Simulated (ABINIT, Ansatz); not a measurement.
# K2NaYF6 (Fm-3m): G0W0 on several meshes in ABINIT

How does the mesh move the gap of K2NaYF6 (Fm-3m)?

Method: PBEsol and many-body steps on it, plane waves, in ABINIT 10.8.3.

## Step 1: Set-up

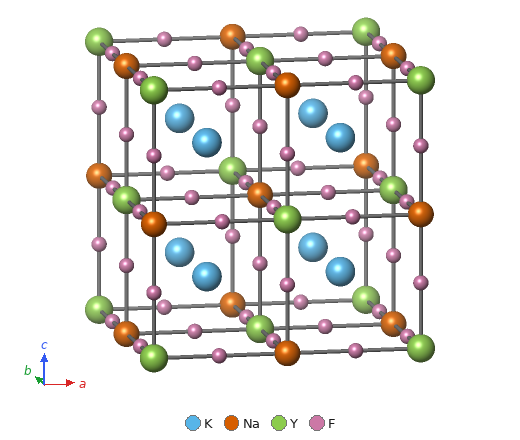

The cell as given, slightly off an axis (potassium blue, sodium orange, yttrium green, fluorine pink). This picture shows the conventional cell, with its axes. Some periodic images of atoms are drawn too.

The cell and positions are those that the Materials Project relaxed with its own functionals (PBE, PBE+U or r2SCAN), kept fixed.

## Step 2: Empty states on the mesh, 2×2×2 mesh, 556 bands

This step: ABINIT 10.8.3; DFT, PBEsol, plane waves, norm-conserving pseudopotentials.

The sums over transitions need many empty states on a uniform mesh; this step solves for them.

run.abi reads:

```
acell 3*1.0 Angstrom
rprim 
  -0.000000000000 4.458286000000 4.458286000000
  4.458286000000 0.000000000000 4.458286000000
  4.458286000000 4.458286000000 0.000000000000
ntypat 4
znucl 19 11 39 9
natom 10
typat 1 1 2 3 4 4 4 4 4 4
xred 
  0.750000000000 0.750000000000 0.750000000000
  0.250000000000 0.250000000000 0.250000000000
  0.500000000000 0.500000000000 0.500000000000
  0.000000000000 -0.000000000000 0.000000000000
  0.755598000000 0.244402000000 0.244402000000
  0.244402000000 0.244402000000 0.755598000000
  0.244402000000 0.755598000000 0.755598000000
  0.244402000000 0.755598000000 0.244402000000
  0.755598000000 0.244402000000 0.755598000000
  0.755598000000 0.755598000000 0.244402000000
pp_dirpath "pseudos"
pseudos "K.upf, Na.upf, Y.upf, F.upf"
ecut 38
ngkpt 2 2 2
nshiftk 1
shiftk 0 0 0
kptopt 1
chksymbreak 0
iscf -2
irdden 1
istwfk *1
nband 556
nbdbuf 50
tolwfr 1e-09
nstep 60
prtvol 0
indata_prefix "in"
outdata_prefix "out"
tmpdata_prefix "tmp"
```

Command:

```console
OMP_NUM_THREADS=1 mpirun -n 3 abinit run.abi > log
```

Numbers of over 12 decimals in the logs are rounded to 6 here.

What it wrote:

```text
.Version 10.8.3 of ABINIT. v10.8.2 released Aug 2026.

 Symmetries : space group Fm -3 m (#225); Bravais cF (face-center cubic)
[... echo of the input left out ...]
== DATASET  1 ==================================================================
-   mpi_nproc: 3, omp_nthreads: 1 (-1 if OMP is not activated)

--- !DatasetInfo
iteration_state: {dtset: 1, }
dimensions: {natom: 10, nkpt: 3, mband: 556, nsppol: 1, nspinor: 1, nspden: 1, mpw: 13424, }
cutoff_energies: {ecut:  38.0, pawecutdg:  -1.0, }
[...]
3.99839    4.00466    4.01440    4.05336    4.05336    4.05336    4.06966    4.07285
   4.07285    4.07286    4.07507    4.07509    4.11291    4.11302    4.11340    4.11478
   4.13081    4.13139    4.13298    4.17399
 prteigrs : prtvol=0 or 1, do not print more k-points.

== END DATASET(S) ==============================================================
================================================================================

 -outvars: echo values of variables after computation  --------
            nband         556
             nkpt           3
          spgroup         225
 [... the other variables as echoed above ...]

 Calculation completed.
```

It took 9.3 min on 3 MPI ranks of Arm Neoverse V2, shared host; peak memory 0.77 GiB.

Numbers from this step:

```yaml
gap: 6.161 eV
k_of_the_valence_top: 0, 0, 0
k_of_the_conduction_bottom: 0, 0, 0
least_direct_gap: 6.161 eV
k_points_computed: 3
lowest_point_of_the_top_converged_band_above_the_valence_top: 105.8994 eV
```

On this mesh the gap is 6.161 eV.

The density comes from a self-consistent run that is not shown.

## Step 3: Screening, 2×2×2 mesh, 230 bands, screening to 141.5 eV

The RPA dielectric matrix is built and inverted for each q.

This step: RPA screening on PBEsol, plane waves, norm-conserving pseudopotentials.

run.abi, as its differences from that of step 2:

```diff
@@ -28,10 +28,11 @@
 chksymbreak 0
-iscf -2
-irdden 1
 istwfk *1
-nband 556
-nbdbuf 50
-tolwfr 1e-09
-nstep 60
-prtvol 0
+occopt 1
+irdwfk 1
+optdriver 3
+nband 230
+ecuteps 5.2
+inclvkb 2
+awtr 1
+symchi 1
 indata_prefix "in"
```

Command:

```console
OMP_NUM_THREADS=1 mpirun -n 4 abinit run.abi > log
```

What it wrote:

```text
.Version 10.8.3 of ABINIT. v10.8.2 released Aug 2026.

 Symmetries : space group Fm -3 m (#225); Bravais cF (face-center cubic)
[... echo of the input left out ...]
== DATASET  1 ==================================================================
-   mpi_nproc: 4, omp_nthreads: 1 (-1 if OMP is not activated)

--- !DatasetInfo
iteration_state: {dtset: 1, }
dimensions: {natom: 10, nkpt: 3, mband: 230, nsppol: 1, nspinor: 1, nspden: 1, mpw: 13424, }
cutoff_energies: {ecut:  38.0, pawecutdg:  -1.0, }
electrons: {nelect:   8.00000000E+01, charge:   0.00000000E+00, occopt:   1.00000000E+00, tsmear:   1.00000000E-02, }

 SCREENING: Calculation of the susceptibility and dielectric matrices

 Based on a program developped by R.W. Godby, V. Olevano, G. Onida, and L. Reining.
 Incorporated in ABINIT by V. Olevano, G.-M. Rignanese, and M. Torrent.
.Using double precision arithmetic ; gwpc =  8

[... cell and pseudopotentials left out ...]
--------------------------------------------------------------------------------

 ==== K-mesh for the wavefunctions ====
 Number of points in the irreducible wedge :     3
[... list of points left out ...]
 Together with 48 symmetry operations and time-reversal symmetry
 yields     8 points in the full Brillouin Zone.

 ==== Q-mesh for the screening function ====
 Number of points in the irreducible wedge :     3
[... list of points left out ...]
 Together with 48 symmetry operations and time-reversal symmetry
 yields     8 points in the full Brillouin Zone.

 setmesh: FFT mesh size selected  =    45x   45x   45
          total number of points  =        91125

 vcoul_init : cutoff-mode = AUXILIARY_FUNCTION
 q-points for optical limit:   1
     1)      0.000010    0.000020    0.000030

- screening: taking advantage of time-reversal symmetry
- Maximum band index for partially occupied states nbvw = 40
- Remaining bands to be divided among processors   nbcw = 190
- Number of bands treated by each node ~47

 Number of electrons calculated from density =   80.0000; Expected =   80.0000
 average of density, n =  0.066890
 r_s =    1.5282
 omega_plasma =   24.9480 [eV]

 calculating chi0 at frequencies [eV] :
  1    0.000000E+00    0.000000E+00
  2    0.000000E+00    2.494798E+01

--------------------------------------------------------------------------------
  q-point number  1        q = ( 0.000000, 0.000000, 0.000000) [r.l.u.]
--------------------------------------------------------------------------------
[... chi0 elements left out ...]
 For q-point:  0.000010 0.000020 0.000030
  dielectric constant =   1.9318
  dielectric constant without local fields =   2.1263

  Average fulfillment of the sum rule on Im[epsilon] for q-point    1 :     51.32  [%]
[... wings left out ...]
  q-point number  2        q = ( 0.500000, 0.000000, 0.000000) [r.l.u.]
--------------------------------------------------------------------------------
[... chi0 elements left out ...]
  Average fulfillment of the sum rule on Im[epsilon] for q-point    2 :     55.42  [%]

 [... 1 further q-points ...]
```

Wall time 1.8 min (4 MPI ranks); peak memory 2.8 GiB.

Numbers from this step:

```yaml
eps_infinity_with_local_fields_on_this_mesh_along_the_program_s_q_direction: 1.932
the_same_without_local_fields: 2.126
plasma_frequency: 24.95 eV
plane_waves_in_the_screening_matrix: 645
```

Local fields lower ε∞ by 9 %. On a Γ-centred mesh this coarse the value itself is usually too large, while a short band sum pulls it down.

## Step 4: 2×2×2

The self-energy is evaluated for the states that the input lists, and the levels follow from it, in one-shot runs by the linearised quasiparticle equation.

This step: G0W0 on PBEsol, plane waves, norm-conserving pseudopotentials.

run.abi, as its differences from that of step 3:

```diff
@@ -31,8 +31,15 @@
 irdwfk 1
-optdriver 3
+optdriver 4
 nband 230
+gwcalctyp 0
+ecutsigx 38
+symsigma 1
+nkptgw 1
+kptgw 
+  0.0000000000 0.0000000000 0.0000000000
+bdgw 
+  38 44
 ecuteps 5.2
-inclvkb 2
-awtr 1
-symchi 1
+irdscr 1
+ppmodel 1
 indata_prefix "in"
```

What it wrote:

```text
.Version 10.8.3 of ABINIT. v10.8.2 released Aug 2026.

 Symmetries : space group Fm -3 m (#225); Bravais cF (face-center cubic)
[... echo of the input left out ...]
== DATASET  1 ==================================================================
-   mpi_nproc: 4, omp_nthreads: 1 (-1 if OMP is not activated)

--- !DatasetInfo
iteration_state: {dtset: 1, }
dimensions: {natom: 10, nkpt: 3, mband: 230, nsppol: 1, nspinor: 1, nspden: 1, mpw: 13424, }
cutoff_energies: {ecut:  38.0, pawecutdg:  -1.0, }
electrons: {nelect:   8.00000000E+01, charge:   0.00000000E+00, occopt:   1.00000000E+00, tsmear:   1.00000000E-02, }

 SIGMA: Calculation of the GW corrections

 Based on a program developped by R.W. Godby, V. Olevano, G. Onida, and L. Reining.
 Incorporated in ABINIT by V. Olevano, G.-M. Rignanese, and M. Torrent.
.Using double precision arithmetic ; gwpc =  8

[... cell and pseudopotentials left out ...]
--------------------------------------------------------------------------------

 ==== K-mesh for the wavefunctions ====
 Number of points in the irreducible wedge :     3
[... list of points left out ...]
 Together with 48 symmetry operations and time-reversal symmetry
 yields     8 points in the full Brillouin Zone.

 ==== Q-mesh for screening function ====
 Number of points in the irreducible wedge :     3
[... list of points left out ...]
 Together with 48 symmetry operations and time-reversal symmetry
 yields     8 points in the full Brillouin Zone.

 vcoul_init : cutoff-mode = AUXILIARY_FUNCTION
 q-points for optical limit:   1
     1)      0.000010    0.000020    0.000030
 setmesh: FFT mesh size selected  =    72x   72x   72
          total number of points  =       373248

 Number of electrons calculated from density =   80.0000; Expected =   80.0000
 average of density, n =  0.066890
 r_s =    1.5282
 omega_plasma =   24.9480 [eV]

 === KS Band Gaps ===
  >>>> For spin  1
   Minimum direct gap =   6.1610 [eV], located at k-point      :   0.0000  0.0000  0.0000
   Fundamental gap    =   6.1610 [eV], Top of valence bands at :   0.0000  0.0000  0.0000
                                       Bottom of conduction at :   0.0000  0.0000  0.0000
 SIGMA fundamental parameters:
 PLASMON POLE MODEL  1
 number of plane-waves for SigmaX                13371
 number of plane-waves for SigmaC and W            645
 number of plane-waves for wavefunctions         13371
 number of bands                                   230
 number of independent spin polarizations            1
 number of spinorial components                      1
 number of k-points in IBZ                           3
 number of q-points in IBZ                           3
 number of symmetry operations                      48
 number of k-points in BZ                            8
 number of q-points in BZ                            8
 number of frequencies for dSigma/dE                 9
 frequency step for dSigma/dE [eV]                0.25
 number of omega for Sigma on real axis              0
 max omega for Sigma on real axis  [eV]           0.00
 zcut for avoiding poles [eV]                     0.10

 EPSILON^-1 parameters (SCR file):
 dimension of the eps^-1 matrix on file            645
 dimension of the eps^-1 matrix used               645
 number of plane-waves for wavefunctions         13371
 number of bands                                   230
 number of q-points in IBZ                           3
 number of frequencies                               2
 number of real frequencies                          1
 number of imag frequencies                          1

 matrix elements of self-energy operator (all in [eV])

 Perturbative Calculation

--- !SelfEnergy_ee
iteration_state: {dtset: 1, }
kpoint     : [   0.000,    0.000,    0.000, ]
spin       : 1
KS_gap     :    6.161
QP_gap     :    9.536
Delta_QP_KS:    3.375
data: !SigmaeeData |
     Band     E0 <VxcDFT>   SigX SigC(E0)      Z dSigC/dE  Sig(E)    E-E0       E
       38  -0.772 -22.132 -29.441   4.973   0.808  -0.238 -24.018  -1.887  -2.658
       39  -0.772 -22.132 -29.441   4.973   0.808  -0.238 -24.018  -1.887  -2.658
       40  -0.772 -22.132 -29.441   4.973   0.808  -0.238 -24.018  -1.887  -2.658
       41   5.389  -8.175  -3.998  -2.527   0.902  -0.109  -6.687   1.488   6.877
       42   7.505 -13.709  -7.709  -2.779   0.876  -0.142 -10.888   2.821  10.326
       43   7.505 -13.709  -7.709  -2.779   0.876  -0.142 -10.888   2.821  10.326
       44   7.505 -13.709  -7.709  -2.779   0.876  -0.142 -10.888   2.821  10.326

== END DATASET(S) ==============================================================
================================================================================

 -outvars: echo values of variables after computation  --------
           etotal      0.0000000000E+00
            nband         230
             nkpt           3
          spgroup         225
 [... the other variables as echoed above ...]

 Calculation completed.
```

Run time: 25 s. Hardware: 4 MPI ranks; peak memory 2.2 GiB.

Numbers from this step:

| Item | Value |
| --- | --- |
| G0W0 gap on the points computed | 9.535 eV |
| starting gap on the mesh | 6.161 eV |
| k of the valence top | 0, 0, 0 |
| k of the conduction bottom | 0, 0, 0 |
| Z at the valence top | 0.808 |
| Z at the conduction bottom | 0.902 |
| least direct G0W0 gap on the computed points | 9.535 eV |

The gap on the mesh goes from 6.16 eV to 9.54 eV, a correction of +3.37 eV.

## Step 5: Empty states on the mesh, 4×4×4 mesh, 252 bands

This step: DFT, PBEsol, plane waves, norm-conserving pseudopotentials.

run.abi, as its differences from that of step 4:

```diff
@@ -23,3 +23,3 @@
 ecut 38
-ngkpt 2 2 2
+ngkpt 4 4 4
 nshiftk 1
@@ -28,18 +28,10 @@
 chksymbreak 0
+iscf -2
+irdden 1
 istwfk *1
-occopt 1
-irdwfk 1
-optdriver 4
-nband 230
-gwcalctyp 0
-ecutsigx 38
-symsigma 1
-nkptgw 1
-kptgw 
-  0.0000000000 0.0000000000 0.0000000000
-bdgw 
-  38 44
-ecuteps 5.2
-irdscr 1
-ppmodel 1
+nband 252
+nbdbuf 22
+tolwfr 1e-09
+nstep 60
+prtvol 0
 indata_prefix "in"
```

What it wrote:

```text
.Version 10.8.3 of ABINIT. v10.8.2 released Aug 2026.

 Symmetries : space group Fm -3 m (#225); Bravais cF (face-center cubic)
[... echo of the input left out ...]
== DATASET  1 ==================================================================
-   mpi_nproc: 4, omp_nthreads: 1 (-1 if OMP is not activated)

--- !DatasetInfo
iteration_state: {dtset: 1, }
dimensions: {natom: 10, nkpt: 8, mband: 252, nsppol: 1, nspinor: 1, nspden: 1, mpw: 13424, }
cutoff_energies: {ecut:  38.0, pawecutdg:  -1.0, }
[...]
2.15964    2.19421    2.19421    2.23358    2.23358    2.23358    2.24611    2.24611
   2.24612    2.25376    2.25376    2.25379    2.26626    2.26626    2.26646    2.27172
   2.27187    2.27255    2.27280    2.31628
 prteigrs : prtvol=0 or 1, do not print more k-points.

== END DATASET(S) ==============================================================
================================================================================

 -outvars: echo values of variables after computation  --------
            nband         252
             nkpt           8
          spgroup         225
 [... the other variables as echoed above ...]

 Calculation completed.
```

Run time: 5.2 min. Hardware: 4 MPI ranks; peak memory 0.9 GiB; 21 min of CPU time.

This step gave:

| Quantity | Value |
| --- | --- |
| gap | 6.161 eV |
| k of the valence top | 0, 0, 0 |
| k of the conduction bottom | 0, 0, 0 |
| least direct gap | 6.161 eV |
| k points computed | 8 |
| lowest point of the top converged band, above the valence top | 57.8797 eV |

On this mesh the gap is 6.161 eV.

## Step 6: Screening, 4×4×4 mesh, 230 bands, screening to 141.5 eV

This step: RPA screening on PBEsol, plane waves, norm-conserving pseudopotentials.

run.abi, as its differences from that of step 5:

```diff
@@ -28,10 +28,11 @@
 chksymbreak 0
-iscf -2
-irdden 1
 istwfk *1
-nband 252
-nbdbuf 22
-tolwfr 1e-09
-nstep 60
-prtvol 0
+occopt 1
+irdwfk 1
+optdriver 3
+nband 230
+ecuteps 5.2
+inclvkb 2
+awtr 1
+symchi 1
 indata_prefix "in"
```

What it wrote:

```text
.Version 10.8.3 of ABINIT. v10.8.2 released Aug 2026.

 Symmetries : space group Fm -3 m (#225); Bravais cF (face-center cubic)
[... echo of the input left out ...]
== DATASET  1 ==================================================================
-   mpi_nproc: 4, omp_nthreads: 1 (-1 if OMP is not activated)

--- !DatasetInfo
iteration_state: {dtset: 1, }
dimensions: {natom: 10, nkpt: 8, mband: 230, nsppol: 1, nspinor: 1, nspden: 1, mpw: 13424, }
cutoff_energies: {ecut:  38.0, pawecutdg:  -1.0, }
electrons: {nelect:   8.00000000E+01, charge:   0.00000000E+00, occopt:   1.00000000E+00, tsmear:   1.00000000E-02, }

 SCREENING: Calculation of the susceptibility and dielectric matrices

 Based on a program developped by R.W. Godby, V. Olevano, G. Onida, and L. Reining.
 Incorporated in ABINIT by V. Olevano, G.-M. Rignanese, and M. Torrent.
.Using double precision arithmetic ; gwpc =  8

[... cell and pseudopotentials left out ...]
--------------------------------------------------------------------------------

 ==== K-mesh for the wavefunctions ====
 Number of points in the irreducible wedge :     8
[... list of points left out ...]
 Together with 48 symmetry operations and time-reversal symmetry
 yields    64 points in the full Brillouin Zone.

 ==== Q-mesh for the screening function ====
 Number of points in the irreducible wedge :     8
[... list of points left out ...]
 Together with 48 symmetry operations and time-reversal symmetry
 yields    64 points in the full Brillouin Zone.

 setmesh: FFT mesh size selected  =    45x   45x   45
          total number of points  =        91125

 vcoul_init : cutoff-mode = AUXILIARY_FUNCTION
 q-points for optical limit:   1
     1)      0.000010    0.000020    0.000030

- screening: taking advantage of time-reversal symmetry
- Maximum band index for partially occupied states nbvw = 40
- Remaining bands to be divided among processors   nbcw = 190
- Number of bands treated by each node ~47

 Number of electrons calculated from density =   80.0000; Expected =   80.0000
 average of density, n =  0.066890
 r_s =    1.5282
 omega_plasma =   24.9480 [eV]

 calculating chi0 at frequencies [eV] :
  1    0.000000E+00    0.000000E+00
  2    0.000000E+00    2.494798E+01

--------------------------------------------------------------------------------
  q-point number  1        q = ( 0.000000, 0.000000, 0.000000) [r.l.u.]
--------------------------------------------------------------------------------
[... chi0 elements left out ...]
 For q-point:  0.000010 0.000020 0.000030
  dielectric constant =   1.9262
  dielectric constant without local fields =   2.1204

  Average fulfillment of the sum rule on Im[epsilon] for q-point    1 :     51.24  [%]
[... wings left out ...]
  q-point number  2        q = ( 0.250000, 0.000000, 0.000000) [r.l.u.]
--------------------------------------------------------------------------------
[... chi0 elements left out ...]
  Average fulfillment of the sum rule on Im[epsilon] for q-point    2 :     58.81  [%]

 [... 6 further q-points ...]
```

Elapsed: 14 min, on 4 MPI ranks; peak memory 5.6 GiB; 57 min of CPU time.

Numbers from this step:

| Quantity | Value |
| --- | --- |
| ε∞ with local fields, on this mesh, along the program's q direction | 1.926 |
| the same without local fields | 2.120 |
| plasma frequency | 24.95 eV |
| plane waves in the screening matrix | 645 |

[end of part 1 of 2]

[Paths, hosts, dates, memory and timing lines, banners, echoed tables and standing remarks are left out of the program output.]

[Logs are printed without paths, hosts, clocks, repeated set-up lines and the standing remarks that a program may print on its own settings, such as how far it seeks lower states.]

[Runs of the session that timed out or met a known fault of the program may be left out.]

[Hosts, paths, dates, database ids (printed as entryN), source tags and the programs' standing remarks are cut or masked in the printed files.]

[G0W0 gaps are taken among the corrected bands and points alone; a level outside them can change the order at an edge.]

[Where Ansatz stands beside ABINIT at settings called matched, ABINIT's density can come from a denser mesh and the files from another edition; pairs whose starting gaps differed by over 0.03 eV were left out, so agreement reads better than it is.]
